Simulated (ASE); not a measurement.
Pair distribution function (Hf-N) of HfN (rock salt; ideal stoichiometry), cell Hf32N32, with the crystal as the starting point [in the run: it stayed crystalline; mean temperature 306 K (target 300 K); density 13.59 g/cm³], from MD at 306 K. All values below come from ASE with the machine-learned potential CHGNet 0.3.0. Volume per atom 11.76 Å³, mean pressure 0.0 GPa. 

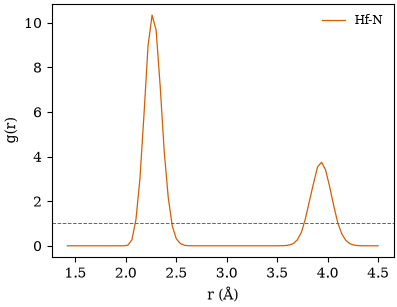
Figure: Pair distribution from the trajectory

From the above, determine the position and height of the first peak of the Hf-N curve, where the first shell ends and the number of neighbours in it.

first peak at 2.27 Å with height 10; g is nil from 2.6 to 3.5 Å, so any cut there serves; 6.0 N round each Hf and 6.0 Hf round each N in the shell, from n = 4πρ∫r²g(r)dr.
